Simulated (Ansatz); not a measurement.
# PBE-QIDH/cc-pVDZ run of GeH2Cl2O (SMILES [OH][GeH]([Cl])[Cl])

What is the vertical ionisation energy of GeH2Cl2O at PBE-QIDH/cc-pVDZ? 

The results are computed with Ansatz 0.2.0.

65 further runs of the same task are left out: 1 that didn't finish, 64 set aside as unsound or not needed.

## 1. The molecule

GeH2Cl2O has 6 atoms, charge 0, and is taken as a singlet. SMILES: `[OH][GeH]([Cl])[Cl]`. The shape is that of a PBE0-D4/def2-TZVP optimisation. This is one conformer, not always the lowest.

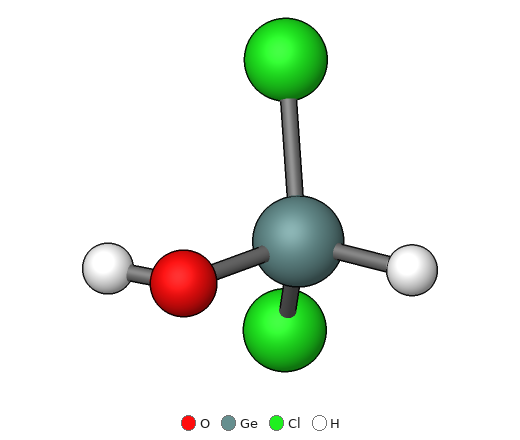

The structure, seen from a chosen angle (oxygen red, germanium teal, chlorine green, hydrogen white).

## 2. The energy at PBE-QIDH/cc-pVDZ

Contents of job.yaml:

```yaml
basis:
  gaussian: {orbitals: cc-pVDZ}
crystal:
  periodic: [false, false, false]
  atoms:
    - {symbol: O, position_ang: [-0.161000, 1.291000, -0.614200]}
    - {symbol: Ge, position_ang: [-0.065400, -0.148800, 0.378900]}
    - {symbol: Cl, position_ang: [1.948500, -0.862600, 0.421700]}
    - {symbol: Cl, position_ang: [-1.252400, -1.700600, -0.487400]}
    - {symbol: H, position_ang: [0.126400, 1.152000, -1.521000]}
    - {symbol: H, position_ang: [-0.554000, 0.204900, 1.775700]}
hamiltonian: {xc: {name: PBE-QIDH}}
correlation: {frozen_orbitals: {Cl: 5, Ge: 9, H: 0, O: 1}}
accuracy: high
output: {orbitals: {seedname: orbitals}}
```

Launch:

```console
$ ansatz run job.yaml --threads 1 --pin off --max-ram 3480MiB --events-out events.jsonl --progress --plain --runs-dir runs
```

What it wrote:

```text
Warning: RAYON_NUM_THREADS=1 ignored (pool sized by the plan → 1); use --threads N
Functional definition: PBE-QIDH
  name "PBE-QIDH"
  parameter a = 3^(-1/3)
  parameter c = 1/3
  exchange = (1 - a)*pbe_x + a*exact_x
  correlation = (1 - c)*pbe_c + c*(mp2_os + mp2_ss)
1946 factors; integrals over basis functions are off by at most 4.4e-9 eV
mean field evaluation 1: about -83602.8654 eV, gradient 3.8e1 eV
mean field evaluation 2: about -83602.8776 eV, gradient 3.8e1 eV
mean field evaluation 4: about -83605.7145 eV, gradient 2.5e0 eV
mean field evaluation 8: about -83605.7332 eV, gradient 4.2e-2 eV
mean field evaluation 16: about -83605.7332 eV, gradient 5.0e-6 eV
mean field -83605.73316653 eV, -3072.4540238685 hartree, gradient 3.2e-8 eV, S^2 0.000000; 0 other end points of the search recorded, 0 dependent functions left out
20 core orbitals not correlated: weight in the atoms' cores, before any rotation towards them, 1.000 or more for the frozen orbitals, at most 0.000 for the correlated occupied ones
reference -83605.73316744 eV, -3072.4540239020 hartree; 18, 18 occupied and 49, 49 virtual orbitals, 1946 factors
second order -17.49519935 eV of doubles, -0.00000000 eV of singles
Total energy: -83611.56490055 eV, -3072.6683361412 hartree
```

Wall time 5.4 s (1 thread of AMD EPYC 9R45 (Zen 5), shared host); peak memory 0.37 GiB.

## 3. The doublet cation at the same level

Contents of input.yaml:

```yaml
basis:
  gaussian:
    orbitals: cc-pVDZ
crystal:
  periodic: [false, false, false]
  atoms:
    - {symbol: O, position_ang: [-0.161000, 1.291000, -0.614200]}
    - {symbol: Ge, position_ang: [-0.065400, -0.148800, 0.378900]}
    - {symbol: Cl, position_ang: [1.948500, -0.862600, 0.421700]}
    - {symbol: Cl, position_ang: [-1.252400, -1.700600, -0.487400]}
    - {symbol: H, position_ang: [0.126400, 1.152000, -1.521000]}
    - {symbol: H, position_ang: [-0.554000, 0.204900, 1.775700]}
total_charge: 1
magnetization:
  spin_polarized: true
  initial_magnetization: 1
hamiltonian:
  xc: {name: PBE-QIDH}
correlation:
  frozen_orbitals: {Cl: 5, Ge: 9, H: 0, O: 1}
accuracy: high
output:
  orbitals: {seedname: orbitals}
```

Launch:

```console
$ ansatz run input.yaml --threads 1 --pin off --max-ram 3480MiB --events-out events.jsonl --progress --plain --runs-dir runs
```

What it wrote (excerpt; [...] marks lines left out):

```text
Warning: RAYON_NUM_THREADS=1 ignored (pool sized by the plan → 1); use --threads N
[... 2 set-up lines as earlier in the session ...]
[...]
1944 factors; integrals over basis functions are off by at most 4.4e-9 eV
[...]
mean field -83594.00858864 eV, -3072.0231535785 hartree, gradient 2.5e-8 eV, S^2 0.759531; 9 other end points of the search recorded, 0 dependent functions left out
20 core orbitals not correlated: weight in the atoms' cores, before any rotation towards them, 1.000 or more for the frozen orbitals, at most 0.000 for the correlated occupied ones
reference -83594.00858955 eV, -3072.0231536117 hartree; 18, 17 occupied and 49, 50 virtual orbitals, 1944 factors
second order -16.27166880 eV of doubles, -0.00000000 eV of singles
Total energy: -83599.43247915 eV, -3072.2224778781 hartree
```

Wall time 32 s (1 thread of AMD EPYC 9R45 (Zen 5), shared host); peak memory 0.55 GiB.

## 4. What came out

Level: PBE-QIDH/cc-pVDZ, 20 core orbitals frozen.

| quantity | value |
| --- | --- |
| singlet GeH2Cl2O: total energy | -3072.66834 Eh |
| singlet GeH2Cl2O: HOMO energy (SCF part's orbitals) | -11.48 eV |
| singlet GeH2Cl2O: LUMO energy (SCF part's orbitals) | 1.42 eV |
| singlet GeH2Cl2O: HOMO–LUMO gap (SCF part's orbitals) | 12.90 eV |
| doublet cation: total energy | -3072.22248 Eh |
| doublet cation: HOMO energy (SCF part's orbitals) (highest over α and β) | -16.65 eV |
| doublet cation: LUMO energy (SCF part's orbitals) (lowest over α and β) | -11.22 eV |
| doublet cation: ⟨S²⟩ | 0.760 |
| vertical ionisation energy (to the doublet cation) | 12.132 eV |

Removing an electron at fixed nuclei costs 12.13 eV (1171 kJ/mol). The negative HOMO energy of the first species, 11.48 eV, lies 0.65 eV below that difference.
